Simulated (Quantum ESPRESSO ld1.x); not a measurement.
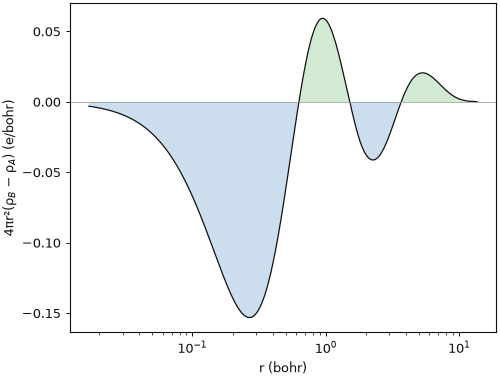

A free Li atom in [He] 2s1 was computed by two methods: PBE; Slater X-alpha with alpha = 1. Both runs are non-relativistic and spherical. Computed with Quantum ESPRESSO ld1.x 7.5.

The plot shows the radial density of run B less that of run A; on the logarithmic r axis, areas aren't charges.

A is Slater X-alpha with alpha = 1 and B is PBE.

Where does the charge move between the methods?

Answer. B holds 0.11 electrons more than A where the difference is positive (most at r = 0.95 bohr) and as many fewer where it is negative (most at r = 0.27 bohr), out of 3 electrons.
